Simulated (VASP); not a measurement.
Band structure of K (bcc). Computed with SCAN meta-GGA, VASP's PBE PAW potentials (set 64) (plane waves; VASP 6.6.1).

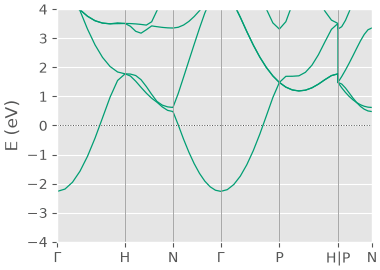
*Bands along high-symmetry lines, zero at the valence-band maximum or, without a gap, the Fermi level*

**Question.** Read the plot: is there a gap, and where are the band edges?

**Answer.** It has no gap at this level: it comes out as a metal or semimetal.

The compound is K in the bcc structure. It was relaxed first.
